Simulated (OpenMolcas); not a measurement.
# Single-point calculation of BF

The run: single-point calculation of BF (13768-60-0), SMILES [B]F. Method and program: PBE0/STO-3G, RKS (OpenMolcas 26.06).

The geometry comes from this level: GFN2-xTB.

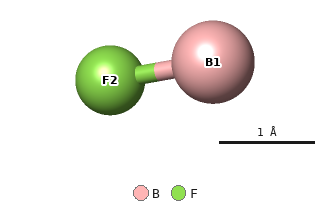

Fig. 1: The structure (ball-and-stick view, seen at a tilt; atoms are numbered from 1 in the order of the input). Bond lengths as drawn: B–F 1.24 Å.

Input:
```
>>> EXPORT MOLCAS_PRINT=2

&GATEWAY
 BasLib=$CurrDir
 Coord
 2
 bohr
 B      0.00000000     0.00000000     0.00000000
 F      0.00000000     0.00000000     2.35155629
 Basis=STO-3G
 Group=NoSym

&SEWARD
 GridInput
 Grid=UltraFine
 End of Grid

&SCF
 KSDFT=PBE0
 Thresholds=1e-10 1e-07 1e-07 1e-05
 PrOrbitals=1 1
```

Run as:
```bash
export MOLCAS_MEM=1860
pymolcas test.input > test.log
```

The program's output:
```
--- Start Module: gateway ---

                                              &GATEWAY

                       available to each process: 1.9 GB of memory, 1 thread

 Basis Set     1 Label: B.STO-3G
 Basis set is read from library:.
 basistype.tbl is not found

 Basis Set     2 Label: F.STO-3G
 Basis set is read from library:.
 basistype.tbl is not found

++    Symmetry information:
      ---------------------

                    Character Table for C1

                             E
                    a        1  x, y, xy, Rz, z, xz, Ry, yz, Rx, I
--

++    Basis set information:
      ----------------------

      Basis set label: B.STO-3G.........

      Electronic valence basis set:
      ------------------
      Associated Effective Charge   5.000000 au
      Associated Actual Charge      5.000000 au
      Nuclear Model: Point charge

      Shell  nPrim  nBasis  Cartesian Spherical Contaminant
         s       6       2        X
         p       3       1        X

      Basis set label: F.STO-3G.........

      Electronic valence basis set:
      ------------------
      Associated Effective Charge   9.000000 au
      Associated Actual Charge      9.000000 au
      Nuclear Model: Point charge

      Shell  nPrim  nBasis  Cartesian Spherical Contaminant
         s       6       2        X
         p       3       1        X
--

++    Molecular structure info:
      -------------------------

                    ************************************************
                    **** Cartesian Coordinates / bohr, angstrom ****
                    ************************************************

     Center  Label                x              y              z                     x              y              z
        1      B1               0.000000       0.000000       0.000000              0.000000       0.000000       0.000000
        2      F2               0.000000       0.000000       2.351556              0.000000       0.000000       1.244390
--

            Nuclear Potential Energy             19.13626316 au

--- Stop Module: gateway /rc=_RC_ALL_IS_WELL_ ---

--- Start Module: seward ---

                                              &SEWARD

                       available to each process: 1.9 GB of memory, 1 thread

               SEWARD will generate:
                  Multipole Moment integrals up to order  2
                  Kinetic Energy integrals
                  Nuclear Attraction integrals (point charge)
                  One-Electron Hamiltonian integrals
                  Velocity integrals
                  Orbital angular momentum around (  0.0000   0.0000   1.4888 )
                  Velocity quadrupole around (  0.0000   0.0000   1.4888 )
                  Two-Electron Repulsion integrals

                   Integrals are discarded if absolute value <: 1.00E-14
                   Integral cutoff threshold is set to       <: 1.00E-16

            Nuclear Potential Energy             19.13626316 au

      Basis set specifications :
      Symmetry species         a
      Basis functions           10

--- Stop Module: seward /rc=_RC_ALL_IS_WELL_ ---

--- Start Module: scf ---

                                                &SCF

                       available to each process: 1.9 GB of memory, 1 thread

 ###############################################################################
 ###     Minimized-density-differences option turned off!                    ###
 ###############################################################################
++    Input section:
      --------------

      Header of the integral files:

      Cartesian coordinates in angstrom:
      -----------------------------------------------------
      No.  Label        X            Y            Z
      -----------------------------------------------------
       1   B1         0.00000000   0.00000000   0.00000000
       2   F2         0.00000000   0.00000000   1.24439000
      -----------------------------------------------------
      Nuclear repulsion energy =   19.13626316
--

++    Orbital specifications:
      -----------------------

      Symmetry species               1
                                     a
      Frozen orbitals                0
      Occupied orbitals              7
      Secondary orbitals             3
      Deleted orbitals               0
      Total number of orbitals      10
      Number of basis functions     10
--

      Molecular charge                           0.000

      Numerical integration parameters
      --------------------------------
      Radial quadrature type:                         MHL
      Size of radial grid:                            99
      Lebedev angular grid:                           41
      Angular grid pruned with the crowding factor:  1.00E+10
                                 and fading factor:  1.00E+01
      Screening threshold for integral computation:   1.00E-11
      Radial quadrature accuracy:                     1.00E-25
      Maximum batch size:                             128
      AO values are stored on disk
      The same grid will be used for all iterations.

      DFT functional specifications
      -----------------------------
      Using Libxc version: 6.2.2
      Please cite the following reference:
      S. Lehtola, C. Steigemann, M. J.T. Oliveira, and M. A.L. Marques.,  SoftwareX 7, 1–5 (2018) doi:10.1016/j.softx.2017.11.002

      * PBEH (PBE0)

++    Optimization specifications:
      ----------------------------

      SCF Algorithm: Conventional
      D(i)-D(i-1) density differences are used
      Number of density matrices in core                 5
      Maximum number of NDDO SCF iterations            400
      Maximum number of HF SCF iterations              400
      Threshold for SCF energy change             1.00E-10
      Threshold for density matrix                1.00E-07
      Threshold for Fock matrix                   1.00E-07
      Threshold for linear dependence             1.00E-09
      Threshold at which DIIS is turned on        1.50E-01
      Maximum depth in the DIIS procedure                5
      Maximum depth in the BFGS Hessian update          30
      Threshold at which QNR/C2DIIS is turned on  7.50E-02
      Threshold for Norm(delta) (QNR/C2DIIS)      1.00E-05
      All orbitals punched on: SCFORB
--

      Input vectors read from INPORB
      Orbital file label: *Guess orbitals

++ Convergence information
                                   PBE0       iterations: Energy and convergence statistics

Iter     Tot. PBE0       One-elec.       Two-elec.     Energy      Max Dij or  Max Fij      DNorm      TNorm      AccCon     Time
         Energy          Energy          Energy        Change      Delta Norm                                                in Sec.
   1  -122.595137851  -221.450591654    79.719190643   0.00E+00    7.67E-01*   1.87E-01*    5.73E+00   3.55E+01   None         0.
   2  -122.199800287  -214.341879682    73.005816236   3.95E-01*   1.89E-01*   1.09E-01*    2.46E+00   3.39E+01   EDIIS        0.
   3  -122.742258806  -218.730141305    76.851619340  -5.42E-01*   1.55E-01*   4.79E-02*    8.01E-01   3.48E+01   EDIIS        0.
   4  -122.736966275  -220.147804193    78.274574758   5.29E-03*   1.82E-02*   2.06E-02*    5.44E-01   3.52E+01   EDIIS        0.
   5  -122.751980245  -219.466089017    77.577845612  -1.50E-02*   1.13E-03*   2.77E-03*    4.65E-02   3.50E+01   c2DIIS       0.
   6  -122.752188082  -219.377691916    77.489240675  -2.08E-04*   6.93E-04*   2.39E-04*    5.42E-03   3.50E+01   QNRc2DIIS    0.
   7  -122.752187862  -219.370165052    77.481714031   2.20E-07*   4.03E-04*   3.33E-04*    2.88E-03   3.50E+01   QNRc2DIIS    0.
   8  -122.752188330  -219.374528745    77.486077255  -4.69E-07*   1.30E-06    9.60E-07*    1.66E-03   3.50E+01   QNRc2DIIS    0.
   9  -122.752188330  -219.374528017    77.486076527  -2.70E-12    5.19E-08    1.83E-08     6.89E-06   3.50E+01   QNRc2DIIS    0.

       Convergence after   9 Iterations
--

 *****************************************************************************************************************************
 *                                             SCF/KS-DFT Program, Final results                                             *
 *                                                       Final Results                                                       *
 *****************************************************************************************************************************

::    Total KS-DFT energy                            -122.7521883303
      One-electron energy                            -219.3745280166
      Two-electron energy                              77.4860765267
      Nuclear repulsion energy                         19.1362631596
      Kinetic energy (interpolated)                   121.5593644220
      Virial theorem                                    1.0098126863
      Total spin, S(S+1)                                0.0000000000
      Total spin, S                                     0.0000000000
      Max non-diagonal density matrix element           0.0000000721
      Max non-diagonal Fock matrix element              0.0000000012

      All orbitals with orbital energies smaller than  E(LUMO)+0.5 are printed

++    Molecular orbitals:
      -------------------

      Title: RKS-DFT orbitals

      Molecular orbitals for symmetry species 1: a

          Orbital            1         2         3         4         5         6         7         8         9        10
          Energy          -24.6085   -6.5124   -1.2437   -0.4815   -0.3953   -0.3953   -0.1381    0.1455    0.1455    0.5568
          Occ. No.          2.0000    2.0000    2.0000    2.0000    2.0000    2.0000    2.0000    0.0000    0.0000    0.0000

--

++    Molecular charges:
      ------------------

      Mulliken charges per centre and basis function type
      ---------------------------------------------------

                B1      F2
      1s       3.7611  3.9345
      2px      0.2640  1.7360
      2pz      0.6432  1.6612
      2py      0.2640  1.7360
      Total    4.9324  9.0676

      N-E      0.0676 -0.0676

      Total electronic charge=   14.000000

      Total            charge=   -0.000000
--

++    Molecular properties:
      ---------------------

      Charge (e):
                      =   -0.0000
      Dipole Moment (debye):
      Origin of the operator (angstrom)=    0.0000    0.0000    0.7878
                   X=  3.8590E-16               Y= -1.0805E-15               Z=  1.5639E+00           Total=  1.5639E+00
      Quadrupole Moment (debye*angstrom):
      Origin of the operator (angstrom)=    0.0000    0.0000    0.7878
                  XX= -8.2307E+00              XY=  2.1367E-16              XZ= -2.7175E-16              YY= -8.2307E+00
                  YZ=  9.2066E-16              ZZ= -1.2336E+01
      In traceless form (debye*angstrom)
                  XX=  2.0527E+00              XY=  3.2051E-16              XZ= -4.0762E-16              YY=  2.0527E+00
                  YZ=  1.3810E-15              ZZ= -4.1053E+00
--

--- Stop Module: scf /rc=_RC_ALL_IS_WELL_ ---
--- Module scf spent 1 second ---

.##################.
.# Happy landing! #.
.##################.

    Timing: Wall=2.22 User=1.62 System=0.60
```

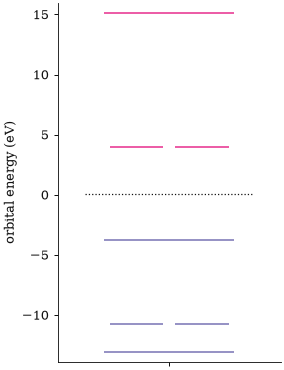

Fig. 2: Orbital energies near the frontier; the dotted line parts filled from empty levels, and levels within 0.02 eV of each other stand side by side. Highest filled −3.76 eV, lowest empty 3.96 eV, 7.72 eV apart.

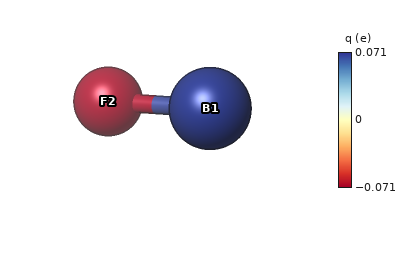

Fig. 3: Mulliken charges, as the colour of each atom (ball-and-stick view, seen at a tilt; atoms are numbered from 1 in the order of the input). By element: B +0.07 and F −0.07 e.

Key numbers:

- outcome: converged
- total energy: −122.752188 hartree
- basis functions: 10
- HOMO: −3.76 eV
- LUMO: 3.96 eV
- dipole moment: 1.56 debye
- hardware: 1 thread of Arm Neoverse V1, 24 GiB of memory available, shared host
- wall time: 2.4 s
- peak memory: 0.37 GiB
